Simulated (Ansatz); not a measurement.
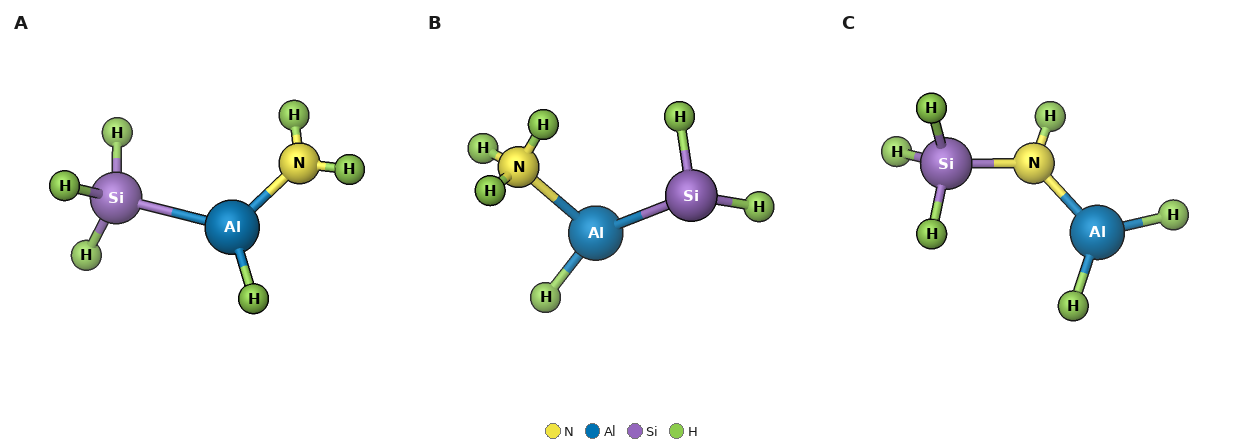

3 stationary structures of one formula. Geometries: PBE-D4/def2-SVP. Electronic energies: PBE-D4/def2-SVP (Ansatz 0.2.0), without zero-point energy. No frequency run is at hand to confirm each as a minimum. Each is one conformer, not always the lowest.

Which is lowest in energy, and by how much?

C is lowest; A lies 0.241 eV above it, B lies 1.585 eV above it.
